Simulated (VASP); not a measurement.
## In with PBEsol: from relaxation to properties

Wanted: the relaxed cell of In and its properties. The steps: relaxing cell and atoms (PBEsol), second relaxation, single point with fields (PBEsol), band structure (PBEsol), density of states (PBEsol), volume scan with PBEsol, fit for PBEsol and field gradients at the nuclei (PBEsol). The start is a cell from a database of measured crystal structures.

Method: PBEsol; plane waves and PAW (In_d), in VASP 6.6.1.

## (1) The starting structure

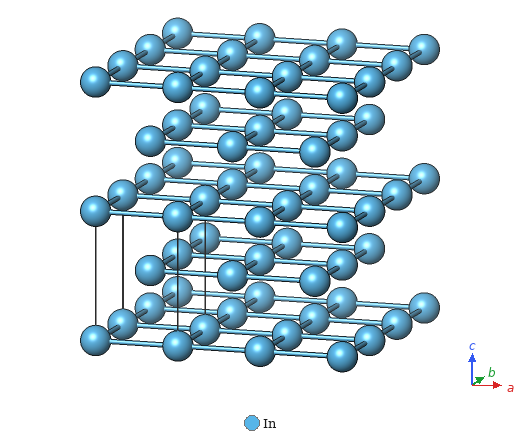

The cell as given, slightly off an axis (indium blue). 3×3×2 cells are drawn. This picture shows the conventional cell, with its axes. Some periodic images of atoms are drawn too.

## (2) Relaxing cell and atoms (PBEsol)

The start need not lie at this functional's minimum. ISIF = 3 frees volume, shape and positions, and EDIFFG sets the threshold on forces and stress at which the search stops. PBEsol restores the gradient expansion of exchange and is tuned for the cells of solids.

INCAR reads:

```
SYSTEM = In
PREC = Accurate
ENCUT = 400
EDIFF = 1E-06
NELM = 100
ISMEAR = 1
SIGMA = 0.2
LREAL = .FALSE.
ALGO = Normal
GGA = PS
NBANDS = 12
LORBIT = 11
LWAVE = .FALSE.
LCHARG = .FALSE.
KPAR = 2
IBRION = 2
NSW = 60
ISIF = 3
EDIFFG = -0.01
```

POSCAR reads:

```
In
1.0
   -1.6254700000      1.6254700000      2.4737000000
    1.6254700000     -1.6254700000      2.4737000000
    1.6254700000      1.6254700000     -2.4737000000
In
1
Direct
    0.0000000000      0.0000000000      0.0000000000
```

KPOINTS reads:

```
Automatic mesh
0
Gamma
11 11 11
0 0 0
```

PAW data sets: In_d (PBE family, release 64).

Launch:

```
$ mpirun -np 2 vasp_std
```

The log of the run:

```text
[banner, memory and clock lines left out]
running    2 mpi-ranks, on    1 nodes
 distrk:  each k-point on    1 cores,    2 groups
 distr:  one band on    1 cores,    1 groups

 POSCAR found type information on POSCAR In
 POSCAR found :  1 types and       1 ions
|                                                                             |
|               ----> ADVICE to this user running VASP <----                  |
|                                                                             |
|     You enforced a specific xc type in the INCAR file but a different       |
|     [... a line on the potential file left out ...]
|     I HOPE YOU KNOW WHAT YOU ARE DOING!                                     |
|                                                                             |

 LDA part: xc-table for (Slater+PW92), standard interpolation
 POSCAR, INCAR and KPOINTS ok, starting setup
 FFT: planning ... GRIDC
 FFT: planning ... GRID_SOFT
 FFT: planning ... GRID
 WAVECAR not read
 entering main loop
       N       E                     dE             d eps       ncg     rms          rms(c)
DAV:   1     0.712720427810E+02    0.71272E+02   -0.54026E+03  3084   0.115E+03
DAV:   2     0.355887339095E+00   -0.70916E+02   -0.69024E+02  3132   0.264E+02
DAV:   3    -0.294711333880E+01   -0.33030E+01   -0.32930E+01  3648   0.601E+01
DAV:   4    -0.302010196667E+01   -0.72989E-01   -0.72973E-01  3828   0.869E+00
DAV:   5    -0.302298446520E+01   -0.28825E-02   -0.28824E-02  4220   0.153E+00    0.228E+00
DAV:   6    -0.298739734229E+01    0.35587E-01   -0.57606E-02  3812   0.494E+00    0.109E+00
DAV:   7    -0.298081851079E+01    0.65788E-02   -0.15131E-02  4012   0.232E+00    0.280E-01
DAV:   8    -0.298020135418E+01    0.61716E-03   -0.84136E-04  3852   0.495E-01    0.250E-02
DAV:   9    -0.298020379849E+01   -0.24443E-05   -0.11683E-05  4528   0.402E-02    0.158E-02
DAV:  10    -0.298020442773E+01   -0.62924E-06   -0.66788E-07  2280   0.109E-02
   1 F= -.29802044E+01 E0= -.29802702E+01  d E =-.298020E+01
 curvature:   0.00 expect dE= 0.000E+00 dE for cont linesearch  0.000E+00
 trial: gam= 0.00000 g(F)=  0.769E-61 g(S)=  0.374E-02 ort = 0.000E+00 (trialstep = 0.100E+01)
 search vector abs. value=  0.374E-02
 bond charge predicted
       N       E                     dE             d eps       ncg     rms          rms(c)
DAV:   1    -0.306429365381E+01   -0.84090E-01   -0.17588E+00  3828   0.271E+01    0.178E+00
DAV:   2    -0.299202873136E+01    0.72265E-01   -0.14302E-01  3688   0.834E+00    0.592E-01
DAV:   3    -0.298272777857E+01    0.93010E-02   -0.25829E-02  4476   0.338E+00    0.274E-01
DAV:   4    -0.298230766796E+01    0.42011E-03   -0.90301E-04  3432   0.285E-01    0.103E-01
DAV:   5    -0.298228077430E+01    0.26894E-04   -0.10732E-04  3688   0.102E-01    0.368E-02
DAV:   6    -0.298229128990E+01   -0.10516E-04   -0.13277E-05  4068   0.357E-02    0.215E-03
DAV:   7    -0.298229136681E+01   -0.76916E-07   -0.28495E-07  2404   0.815E-03
   2 F= -.29822914E+01 E0= -.29823923E+01  d E =-.208694E-02
[... from here on, the cycles between the ionic steps are left out ...]
   3 F= -.29823041E+01 E0= -.29824065E+01  d E =-.209972E-02
   4 F= -.29828102E+01 E0= -.29828342E+01  d E =-.506064E-03
   5 F= -.29839398E+01 E0= -.29837909E+01  d E =-.163563E-02
   6 F= -.29839453E+01 E0= -.29837627E+01  d E =-.164113E-02
   7 F= -.29839277E+01 E0= -.29836900E+01  d E =0.175646E-04
   8 F= -.29840323E+01 E0= -.29838227E+01  d E =-.870520E-04
   9 F= -.29840296E+01 E0= -.29838249E+01  d E =-.843431E-04
 curvature:  -0.37 expect dE=-0.394E-05 dE for cont linesearch -0.110E-05
 ZBRENT: interpolating
 opt :   0.6938  next Energy=    -2.984030 (dE=-0.851E-04)
 bond charge predicted
       N       E                     dE             d eps       ncg     rms          rms(c)
DAV:   1    -0.298404508005E+01   -0.15341E-04   -0.30641E-04  3876   0.361E-01    0.225E-02
DAV:   2    -0.298403401594E+01    0.11064E-04   -0.23960E-05  3632   0.104E-01    0.826E-03
DAV:   3    -0.298403219056E+01    0.18254E-05   -0.46430E-06  2656   0.451E-02    0.290E-03
DAV:   4    -0.298403184635E+01    0.34421E-06   -0.18084E-07  1672   0.558E-03
  10 F= -.29840318E+01 E0= -.29838255E+01  d E =-.865684E-04
 curvature:  -0.25 expect dE=-0.156E-05 dE for cont linesearch -0.851E-06
 trial: gam=-0.12051 g(F)=  0.657E-62 g(S)=  0.626E-05 ort = 0.320E-04 (trialstep = 0.148E+01)
 search vector abs. value=  0.291E-05
 reached required accuracy - stopping structural energy minimisation
```

Run time: 23 s. Hardware: 2 MPI ranks of Intel Xeon 6975P-C (Granite Rapids), shared host; peak memory 0.29 GiB.

Lines that name or quote the potential files are left out of all logs, and their timing lines are given in words.

Parts of OUTCAR (step 2):

```text
ion  position               nearest neighbor table
   1  0.000  0.000  0.000-

  LATTYP: Found a body centered tetragonal cell.
 ALAT       =     3.2509400000
 C/A-ratio  =     1.5218367611

 Subroutine GETGRP returns: Found 16 space group operations
 (whereof 16 operations were pure point group operations)

The static configuration has the point symmetry D_4h.

 Found    126 irreducible k-points:

   k-points           NKPTS =    126   k-points in BZ     NKDIM =    126   number of bands    NBANDS=     12

   dimension x,y,z NGX =    24 NGY =   24 NGZ =   24
   dimension x,y,z NGXF=    48 NGYF=   48 NGZF=   48

   ENCUT  =  400.0 eV  29.40 Ry    5.42 a.u.   5.51  5.51  5.51*2*pi/ulx,y,z

   NELECT =      13.0000    total number of electrons

 k-points in reciprocal lattice and weights: Automatic mesh
   0.00000000  0.00000000  0.00000000       0.001
   0.09090909  0.00000000 -0.00000000       0.006
   0.18181818  0.00000000 -0.00000000       0.006
   0.27272727  0.00000000 -0.00000000       0.006
   0.36363636  0.00000000 -0.00000000       0.006
   0.45454545  0.00000000 -0.00000000       0.006
   0.09090909  0.09090909 -0.00000000       0.006
   0.18181818  0.09090909 -0.00000000       0.012
   0.27272727  0.09090909 -0.00000000       0.012
[...]
-0.45454545  0.45454545  0.45454545       0.003
  -0.45454545 -0.45454545  0.45454545       0.002

 average (electrostatic) potential at core
       1 -93.3921

 E-fermi :   7.6630

 k-point     1 :       0.0000    0.0000    0.0000
  band No.  band energies     occupation
    ...
      2      -6.9009      2.00000
      3      -6.9009      2.00000
      4      -6.7656      2.00000
      5      -6.7047      2.00000
      6      -2.0941      2.00000
      7      18.4105      0.00000
      8      18.4105      0.00000
      9      18.5144      0.00000
     10      19.2497      0.00000
     11      21.8394      0.00000
    ...

 k-point     2 :       0.0909    0.0000   -0.0000
  band No.  band energies     occupation
    ...
      2      -6.8991      2.00000
      3      -6.8866      2.00000
      4      -6.7647      2.00000
      5      -6.7084      2.00000
      6      -1.9092      2.00000
      7      16.3402      0.00000
      8      18.0980      0.00000
      9      18.1456      0.00000
     10      19.0908      0.00000
     11      22.4135      0.00000
    ...

 k-point     3 :       0.1818    0.0000   -0.0000
  band No.  band energies     occupation
    ...
      2      -6.8937      2.00000
      3      -6.8587      2.00000
      4      -6.7448      2.00000
      5      -6.7071      2.00000
      6      -1.3474      2.00000
      7      13.1558      0.00000
      8      17.3582      0.00000
      9      17.6319      0.00000
     10      19.0211      0.00000
     11      21.8425      0.00000
    ...

  Total        0.0052159      0.0052159      0.0086846      0.0000000     -0.0000000      0.0000000
  in kB        0.3278102      0.3278102      0.5458134      0.0000000     -0.0000000      0.0000000
  external PRESSURE =       0.4004779 kB  Pullay stress =       0.0000000 kB

  energy-cutoff  :      400.00
  volume of cell :       25.49
      direct lattice vectors                 reciprocal lattice vectors
    -1.629971349  1.629971349  2.398802400     0.000000000  0.306753858  0.208437344
     1.629971349 -1.629971349  2.398802400     0.306753858  0.000000000  0.208437344
     1.629971349  1.629971349 -2.398802400     0.306753858  0.306753858  0.000000000

 POSITION                                       TOTAL-FORCE (eV/Angst)
 -----------------------------------------------------------------------------------
      0.00000     -0.00000      0.00000        -0.000000      0.000000      0.000000
 -----------------------------------------------------------------------------------
    total drift:                               -0.000000      0.000000     -0.000000

  FREE ENERGIE OF THE ION-ELECTRON SYSTEM (eV)
  ---------------------------------------------------
  free  energy   TOTEN  =        -2.9840318464 eV

  energy  without entropy=       -2.9834128790  energy(sigma->0) =       -2.98382552

 reached required accuracy - stopping structural energy minimisation

 total charge
# of ion       s       p       d       tot
------------------------------------------
    1        0.992   0.507   9.852  11.351

[... 3 further parts left out ...]
```

This run has no spin polarisation. Its electron count is odd, so without a moment it is a metal by construction. The k-mesh is coarse for a metal. The PAW data sets were made with PBE, which is usual practice but a small mismatch for other functionals. The run keeps the 16 symmetry operations of its start, so it cannot find a distortion of lower symmetry.

Relaxation path:

```
step  energy less that of the first step (eV)  largest force (eV/Å)  pressure (GPa)  volume (Å³)
   1                                   0.0000                0.0000           -0.96        26.14
   2                                  -0.0021                0.0000            0.00        25.56
   3                                  -0.0021                0.0000            0.09        25.52
   4                                  -0.0026                0.0000            0.02        25.49
   5                                  -0.0037                0.0000            0.20        25.40
   6                                  -0.0037                0.0000            0.27        25.39
   7                                  -0.0037                0.0000           -0.26        25.64
   8                                  -0.0038                0.0000           -0.05        25.51
   9                                  -0.0038                0.0000            0.05        25.49
  10                                  -0.0038                0.0000            0.04        25.49
```

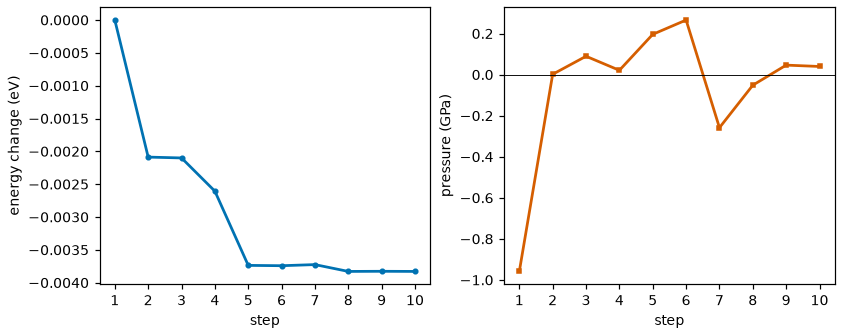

Energy and pressure along the relaxation.

```
conventional cell, symmetrised  before  after  change
                         a (Å)   3.251  3.260  +0.3 %
                         b (Å)   3.251  3.260  +0.3 %
                         c (Å)   4.947  4.798  -3.0 %
              volume (Å³/atom)   26.14  25.49  -2.5 %
```

Final coordinates:

```cif
data_structure
_symmetry_space_group_name_H-M 'P 1'
_symmetry_Int_Tables_number 1
_cell_length_a 3.3268
_cell_length_b 3.3268
_cell_length_c 3.3268
_cell_angle_alpha 121.326
_cell_angle_beta 121.326
_cell_angle_gamma 87.718
_cell_volume 25.49
loop_
_atom_site_label
_atom_site_type_symbol
_atom_site_fract_x
_atom_site_fract_y
_atom_site_fract_z
_atom_site_occupancy
In1 In 0.00000 0.00000 0.00000 1
```

Numbers from this step:

```yaml
electrons: 13
bands: 12
irreducible_k_points: 126
symmetry_operations: 16
free_energy_toten: -2.984 eV
energy_at_zero_smearing: -2.984 eV
fermi_energy: 7.663 eV
pressure: 0.04005 GPa
metallic: yes
scf_cycles_over_all_ionic_steps: 55
```

It ends with forces that vanish by symmetry and a pressure of 0.04 GPa. The volume lies -2.5 % from that of the database's start, which holds the thermal and zero-point expansion of its experiment.

## (3) Second relaxation

The basis stayed that of the start cell while the cell moved. A rerun from the cell reached resets it; the error of the finite cutoff stays.

INCAR is that of step 2.

POSCAR reads:

```
In
1.0
   -1.6299713492      1.6299713492      2.3988023997
    1.6299713492     -1.6299713492      2.3988023997
    1.6299713492      1.6299713492     -2.3988023997
In
1
Direct
    0.0000000000      0.0000000000      0.0000000000
```

KPOINTS is that of step 2.

Launch:

```
$ mpirun -np 2 vasp_std
```

The log of the run:

```text
[banner, memory and clock lines left out]
running    2 mpi-ranks, on    1 nodes
 distrk:  each k-point on    1 cores,    2 groups
 distr:  one band on    1 cores,    1 groups

 POSCAR found type information on POSCAR In
 POSCAR found :  1 types and       1 ions
 [... a notice as in an earlier step ...]

 LDA part: xc-table for (Slater+PW92), standard interpolation
 POSCAR, INCAR and KPOINTS ok, starting setup
 FFT: planning ... GRIDC
 FFT: planning ... GRID_SOFT
 FFT: planning ... GRID
 WAVECAR not read
 entering main loop
       N       E                     dE             d eps       ncg     rms          rms(c)
DAV:   1     0.716805922529E+02    0.71681E+02   -0.53757E+03  3088   0.116E+03
DAV:   2     0.246061901955E+00   -0.71435E+02   -0.69504E+02  3216   0.263E+02
DAV:   3    -0.295457790777E+01   -0.32006E+01   -0.31925E+01  3560   0.595E+01
DAV:   4    -0.302606740253E+01   -0.71489E-01   -0.71471E-01  3912   0.855E+00
DAV:   5    -0.302909684872E+01   -0.30294E-02   -0.30294E-02  4128   0.155E+00    0.241E+00
DAV:   6    -0.299154618843E+01    0.37551E-01   -0.60002E-02  3840   0.511E+00    0.114E+00
DAV:   7    -0.298446782469E+01    0.70784E-02   -0.15707E-02  4060   0.240E+00    0.292E-01
DAV:   8    -0.298379042508E+01    0.67740E-03   -0.86670E-04  3864   0.504E-01    0.258E-02
DAV:   9    -0.298379267897E+01   -0.22539E-05   -0.11071E-05  4432   0.391E-02    0.156E-02
DAV:  10    -0.298379331268E+01   -0.63371E-06   -0.68784E-07  2324   0.117E-02
   1 F= -.29837933E+01 E0= -.29835870E+01  d E =-.298379E+01
 curvature:   0.00 expect dE= 0.000E+00 dE for cont linesearch  0.000E+00
 trial: gam= 0.00000 g(F)=  0.211E-61 g(S)=  0.246E-05 ort = 0.000E+00 (trialstep = 0.100E+01)
 search vector abs. value=  0.246E-05
 reached required accuracy - stopping structural energy minimisation
```

Wall time 4.4 s (2 MPI ranks); peak memory 0.27 GiB; 7.7 s of CPU time.

Parts of OUTCAR (step 3):

```text
  LATTYP: Found a body centered tetragonal cell.
 ALAT       =     3.2599426984
 C/A-ratio  =     1.4716837820

The static configuration has the point symmetry D_4h.

 Found    126 irreducible k-points:

   ENCUT  =  400.0 eV  29.40 Ry    5.42 a.u.   5.43  5.43  5.43*2*pi/ulx,y,z

   NELECT =      13.0000    total number of electrons

 E-fermi :   7.6630

 k-point     1 :       0.0000    0.0000    0.0000
  band No.  band energies     occupation
    ...
      2      -6.9007      2.00000
      3      -6.9007      2.00000
      4      -6.7654      2.00000
      5      -6.7045      2.00000
      6      -2.0942      2.00000
      7      18.4103      0.00000
      8      18.4103      0.00000
      9      18.5142      0.00000
     10      19.2498      0.00000
     11      21.8444      0.00000
    ...

 k-point     2 :       0.0909    0.0000    0.0000
  band No.  band energies     occupation
    ...
      2      -6.8989      2.00000
      3      -6.8864      2.00000
      4      -6.7645      2.00000
      5      -6.7082      2.00000
      6      -1.9093      2.00000
      7      16.3401      0.00000
      8      18.0978      0.00000
      9      18.1455      0.00000
     10      19.0908      0.00000
     11      22.4137      0.00000
    ...

  Total        0.0046286      0.0046286      0.0028691      0.0000000     -0.0000000      0.0000000
  in kB        0.2908997      0.2908997      0.1803160      0.0000000     -0.0000000      0.0000000
  external PRESSURE =       0.2540385 kB  Pullay stress =       0.0000000 kB

 POSITION                                       TOTAL-FORCE (eV/Angst)
 -----------------------------------------------------------------------------------
      0.00000      0.00000      0.00000        -0.000000      0.000000      0.000000
 -----------------------------------------------------------------------------------
    total drift:                               -0.000000      0.000000      0.000000

  FREE ENERGIE OF THE ION-ELECTRON SYSTEM (eV)
  ---------------------------------------------------
  free  energy   TOTEN  =        -2.9837933127 eV

  energy  without entropy=       -2.9831744656  energy(sigma->0) =       -2.98358703

[... 7 parts as in an earlier step ...]

[... 6 further parts left out ...]
```

CONTCAR:

```
In
   1.00000000000000
    -1.6299713492000001    1.6299713492000001    2.3988023997000001
     1.6299713492000001   -1.6299713492000001    2.3988023997000001
     1.6299713492000001    1.6299713492000001   -2.3988023997000001
  In
     1
Direct
     0.0000000000000000    0.0000000000000000    0.0000000000000000
```

Little changed from the start: no atom moved by 0.005 Å and no cell edge by 0.1 %.

This step gave:

```yaml
pressure: 0.02540 GPa
scf_cycles_over_all_ionic_steps: 10
```

It ends with forces that vanish by symmetry and a pressure of 0.03 GPa. The volume moved by under 0.01 %: the run met its threshold at the first step.

[end of part 1 of 4]

[Lines on the potential files, build, host, timing and source positions are cut from VASP's logs without a mark.]

[Logs are printed without paths, hosts, clocks, repeated set-up lines and the standing remarks that a program may print on its own settings, such as how far it seeks lower states.]

[Hosts, paths, dates, database ids (printed as entryN), source tags and the programs' standing remarks are cut or masked in the printed files.]

[A measured line is paired with the nearest computed mode of its activity, which favours agreement.]

[In band tables of VASP the shares of atoms and orbitals are scaled to a sum of 1 inside the atoms' spheres.]
